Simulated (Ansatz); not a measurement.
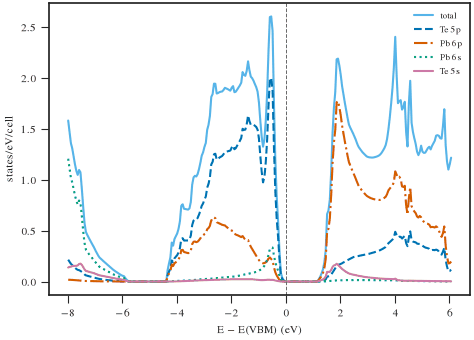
Total and projected density of states of TePb (rock salt, Fm-3m), DFT-r²SCAN in the program Ansatz with PAW potentials

**Question.** Which orbitals carry the states next to the gap?

**Answer.** Top 1 eV of the valence band: Te 5p 76 %, Pb 6s 12 %, Pb 6p 10 %. Bottom 1 eV of the conduction band: Pb 6p 79 %, Te 5s 9 %, Te 5p 7 %. Projections are on Löwdin-orthogonalised atomic valence shells; empty p or d shells of many metals are not among them.

**Question.** Where is the tallest occupied peak in this window, and what makes it?

**Answer.** Near -0.5 eV, about 2.6 states/eV per cell; the largest projected share is Te 5p.

The r²SCAN relaxation kept the symmetry of its start. The volume moved by -30 % from the start of the relaxation. Spin–orbit coupling is left out wherever it is not named.

Potentials: the later of the program's two PAW sets.
